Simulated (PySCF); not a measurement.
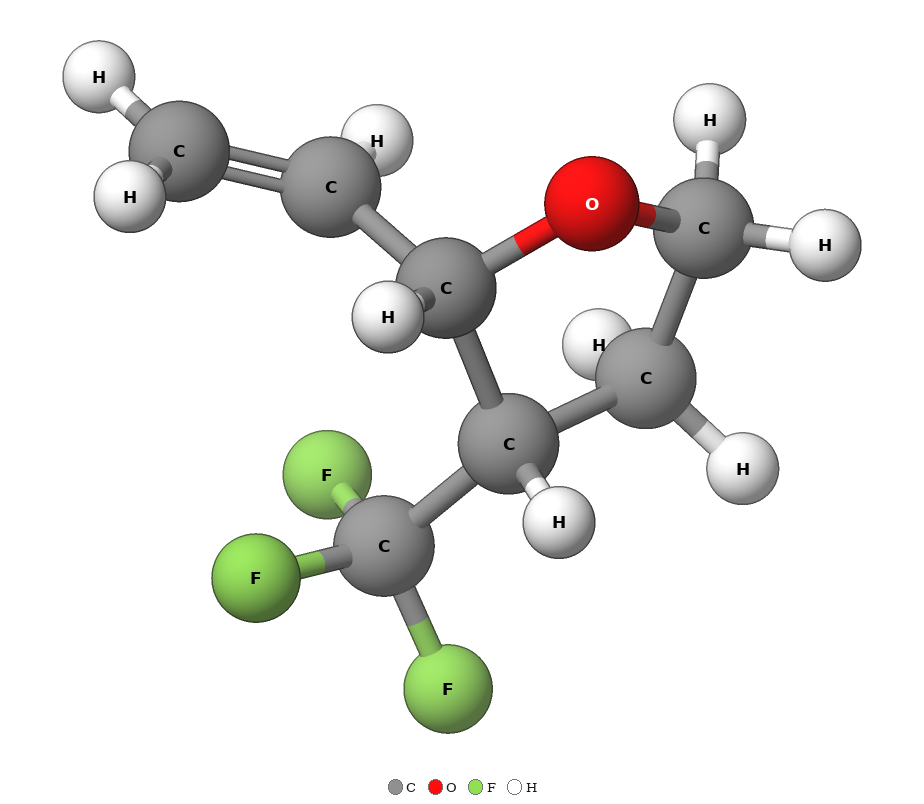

Ball-and-stick drawing of a structure. Double and triple bonds are drawn as two and three sticks.

Computed geometry: PBE0-D3(BJ)/def2-SVP optimisation. No frequency run is at hand to confirm it as a minimum.

Describe the molecule.

Formula C7H9F3O. As SMILES it reads `C=C[C@@H]1OCC[C@@H]1C(F)(F)F`. Independent rings (smallest set): 1 of 5 members. Among its groups: ether, alkene, C–F bond. The point group is C1. Coordination: 2 C trigonal planar; 5 C tetrahedral; 1 O bent.

More results for the same structure follow; atom numbers are the same in all pictures, views and colours differ.

## Ring current

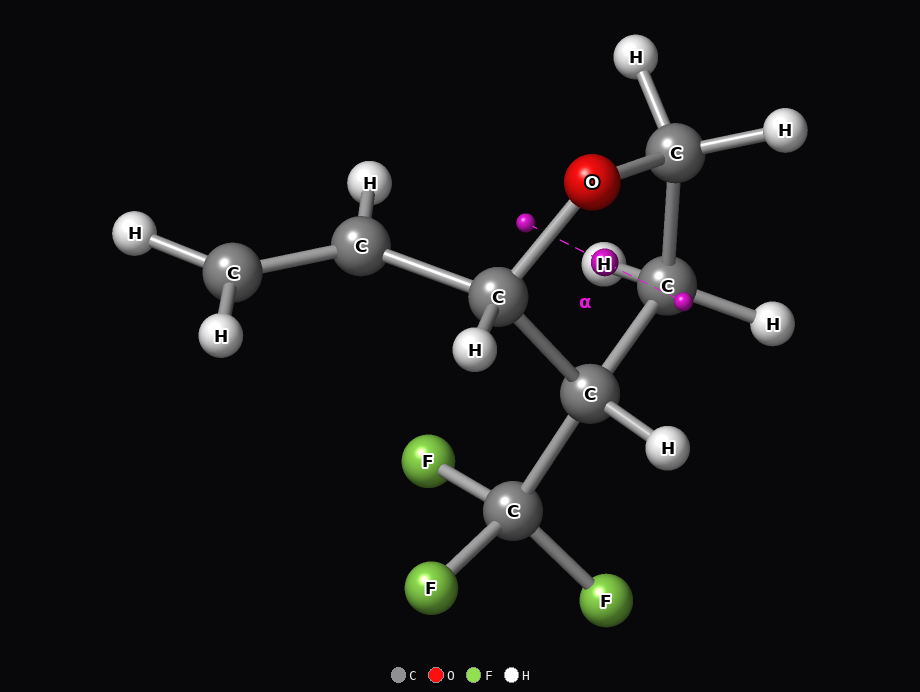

The small points mark where nucleus-independent chemical shifts (NICS) were computed: at the centre of each lettered ring and 1 Å above and below it. No frequency run is at hand to confirm it as a minimum. Level of theory: GIAO PBE0/pcSseg-1 NMR shielding, non-relativistic, IEF-PCM cyclohexane (PySCF 2.14.0).

Give NICS(0), NICS(1) and the out-of-plane component NICS(1)zz for each ring (means of the two sides).

| ring | members | NICS(0) | NICS(1) | NICS(1)zz |
| --- | --- | --- | --- | --- |
| α | C4O | −7.7 | −3.3 | −6.5 |

Values in ppm.

What do the values say about the ring currents?

Ring α: weak, as in a non-aromatic ring. NICS is one index among several.

## Electronic properties

No frequency run is at hand to confirm it as a minimum. Level of theory: PBE0/pcSseg-1 in cyclohexane (IEF-PCM) (PySCF 2.14.0).

Predict the main results.

- dipole moment: 1.47 D
- HOMO energy (Kohn–Sham orbital): −7.46 eV
- LUMO energy (Kohn–Sham orbital): 0.00 eV
- HOMO–LUMO gap: 7.46 eV

## Charges

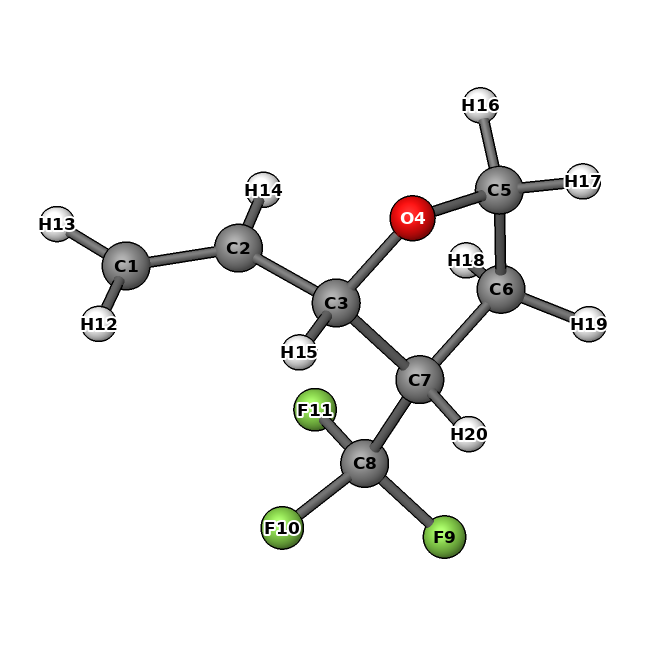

The questions are on ESP-fitted charges. No frequency run is at hand to confirm it as a minimum. Level of theory: PBE0/pcSseg-1 in cyclohexane (IEF-PCM) (PySCF 2.14.0).

Which atom carries the highest charge (most positive or least negative)?

C8 (0.45 e).

And the lowest?

C1, O4 (−0.44 e).

Give the ESP-fitted charges atom by atom.

| atom | value (e) |
| --- | --- |
| C1 | −0.44 |
| C2 | −0.20 |
| C3 | 0.32 |
| O4 | −0.44 |
| C5 | 0.06 |
| C6 | −0.10 |
| C7 | −0.23 |
| C8 | 0.45 |
| F9 | −0.18 |
| F10 | −0.18 |
| F11 | −0.16 |
| H12 | 0.20 |
| H13 | 0.19 |
| H14 | 0.19 |
| H15 | 0.07 |
| H16 | 0.06 |
| H17 | 0.09 |
| H18 | 0.06 |
| H19 | 0.08 |
| H20 | 0.15 |

## NMR shielding

The questions are on isotropic NMR shieldings of the F atoms. No frequency run is at hand to confirm it as a minimum. Level of theory: GIAO PBE0/pcSseg-1 NMR shielding, non-relativistic, IEF-PCM cyclohexane (PySCF 2.14.0).

Give the isotropic NMR shieldings of the F atoms atom by atom.

```tsv
atom	σ (ppm)
F9	250.3
F10	259.5
F11	263.5
```
